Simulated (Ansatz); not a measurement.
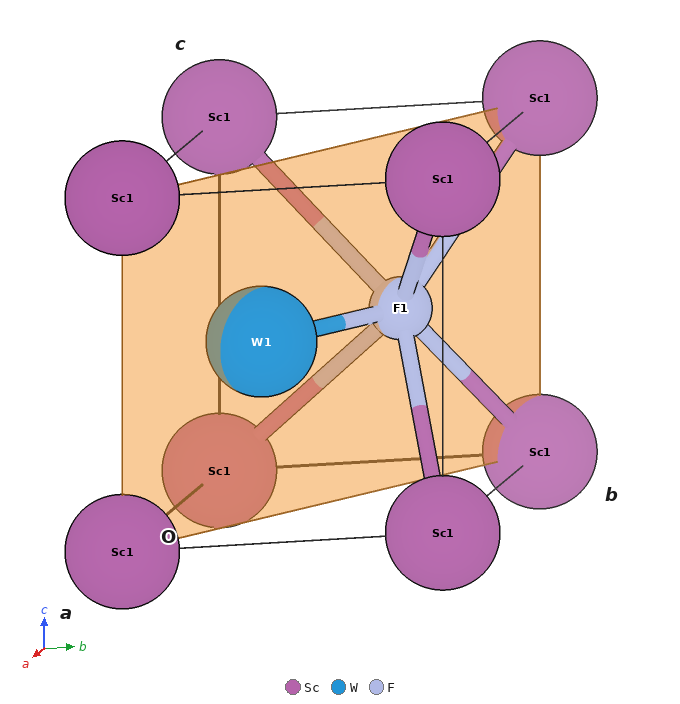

For ScWF, the end point of a relaxation with Ansatz, DFT PBE, scalar-relativistic, plane waves, PAW; the starting structure was generated, so it need not be a known form of this composition: the shaded plane is a symmetry element of the crystal. Geometry calculated from the standardised cell; symmetry tolerance 0.002 Å.

a = 3.753 Å, b = 3.753 Å, c = 4.179 Å, α = 90.00°, β = 90.00°, γ = 120.00°.

| atom | x | y | z |
| --- | --- | --- | --- |
| Sc1 | 0.0000 | 0.0000 | 0.0000 |
| W1 | 0.6667 | 0.3333 | 0.5000 |
| F1 | 0.3333 | 0.6667 | 0.5000 |

Is it a mirror or a glide plane, and what is the operation?

It is a mirror plane, parallel to (1 1 0), through (1/2, 1/2, 1/2): x, y, z → −y+1, −x+1, z.

Onto which atom does it carry each atom (up to whole multiples of a, b and c)?

Sc1 → Sc1, W1 → W1, F1 → F1.
